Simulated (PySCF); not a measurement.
```xyz
2

Sc    0.0000    0.0000   -1.2900
Sc    0.0000    0.0000    1.2900
```

Theory: PBE0/def2-TZVPP, non-relativistic Hamiltonian with scalar-relativistic core potentials where named, at a bond length of 2.580 Å in PySCF.

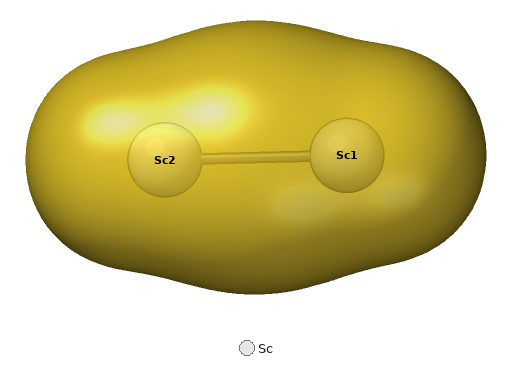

Sc$_{2}$ (quintet). Isosurfaces of the spin density at +0.015 (yellow) and −0.015 e/Å³ (cyan), seen from one side.

Q: Describe the spin distribution.

A: The unpaired spin (4 electrons) lies mostly on Sc1 (about 2.0) and Sc2 (about 2.0), in electrons by Hirshfeld's partition.
